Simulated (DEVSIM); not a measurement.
System: TaN/AlN/p-GaSb capacitor, at 300 K.

| layer (left to right) | material | thickness (nm) | Na (cm⁻³) |
|---|---|---|---|
| 1 | AlN | 4.80 | - |
| 2 | GaSb | 360 | 2.8e18 |

Metal gate on the left, work function 4.4 eV. Fixed charge at the semiconductor interface -1.5e11 cm⁻² (in units of +e); interface traps 1e10 cm⁻² eV⁻¹, uniform in energy, neutral level at 0.5 of the gap above the valence band.

Constants are typed, rounded textbook-type inputs, not results; the design itself was drawn at random and stands for no fabricated device. Values at 300 K.

```csv
parameter,AlN,GaSb
gap (eV),6.1,0.726
affinity (eV),1.9,4.06
permittivity,8.5,15.7
Nc (cm⁻³),-,2.1e17
Nv (cm⁻³),-,1.8e19
```

Model (solved in DEVSIM): 1D Poisson equation in equilibrium, Boltzmann statistics, complete ionisation; no quantum confinement or tunnelling. Metal contacts follow the ideal Schottky-Mott rule: no Fermi-level pinning, no interface dipoles.

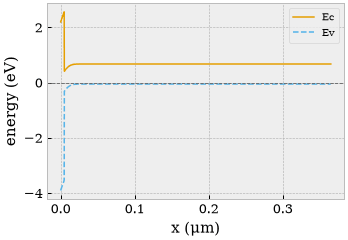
*Band edges at 0.3 V on the gate*

Energies count from the Fermi level of the right contact; mesh points crowd at the junctions.

```tsv
x (μm)	Ec (eV)	Ev (eV)	n (cm⁻³)	p (cm⁻³)	field (V/cm)
0.000	2.200	-3.900	< 1e2	< 1e2	770000
0.0007824	2.260	-3.840	< 1e2	< 1e2	770000
0.001758	2.335	-3.765	< 1e2	< 1e2	770000
0.003003	2.430	-3.670	< 1e2	< 1e2	770000
0.004294	2.529	-3.571	< 1e2	< 1e2	770000
0.005014	0.416	-0.310	2.2e10	1.1e14	390000
0.006082	0.456	-0.270	4.6e9	5.2e14	360000
0.008772	0.540	-0.186	1.8e8	1.3e16	270000
0.01274	0.622	-0.104	7500000	3.2e17	150000
0.01925	0.670	-0.056	1200000	2.1e18	26000
0.03132	0.678	-0.048	860000	2.8e18	410
0.06172	0.678	-0.048	860000	2.8e18	≈ 0
0.1066	0.678	-0.048	860000	2.8e18	≈ 0
0.1848	0.678	-0.048	860000	2.8e18	≈ 0
0.2796	0.678	-0.048	860000	2.8e18	≈ 0
0.3173	0.678	-0.048	860000	2.8e18	≈ 0
0.3376	0.678	-0.048	860000	2.8e18	≈ 0
0.3499	0.678	-0.048	860000	2.8e18	≈ 0
0.3583	0.678	-0.048	860000	2.8e18	≈ 0
0.3617	0.678	-0.048	860000	2.8e18	≈ 0
0.3635	0.678	-0.048	860000	2.8e18	≈ 0
0.3648	0.678	-0.048	860000	2.8e18	≈ 0
```
